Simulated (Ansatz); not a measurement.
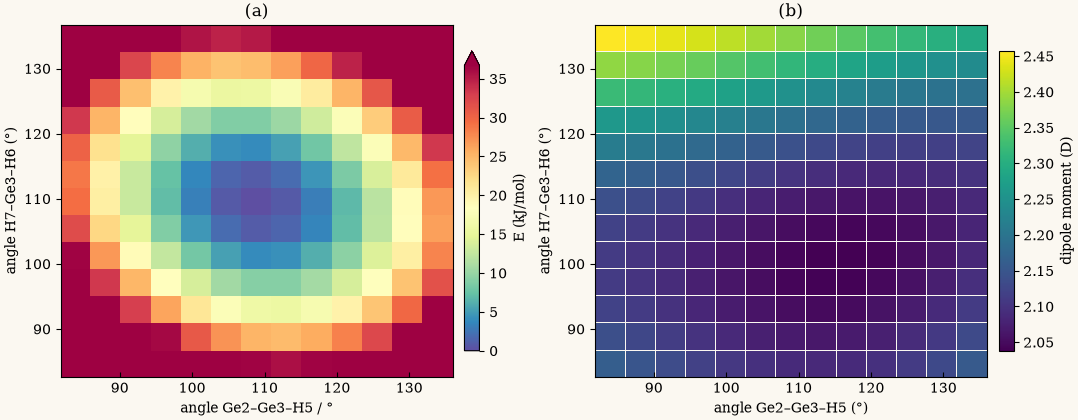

FGe2H4, SMILES [F][GeH][GeH3], spin multiplicity 2. Coordinates scanned: (1) angle Ge2–Ge3–H5; (2) angle H7–Ge3–H6. Nothing is relaxed (all other coordinates rigid). The grid has 13 × 13 points. Points are written as (first, second). All energies are given in kJ/mol relative to the lowest grid point. These are results of Ansatz, UKS PBE0-D4/def2-SVP, not measurements.

Panel (a) is the energy; panel (b) is the computed dipole moment, in D.

Drawn: one coloured cell a grid point, one colour for all values above the top of the scale.

> How does the dipole moment vary over the map, and what is it at the lowest grid point?

Leaving out the highest fifth of the energies, it runs from 2.04 D at (117.2°, 101.4°) to 2.43 D at (96.4°, 134.7°). At the lowest grid point, (108.9°, 109.7°), it is 2.07 D.
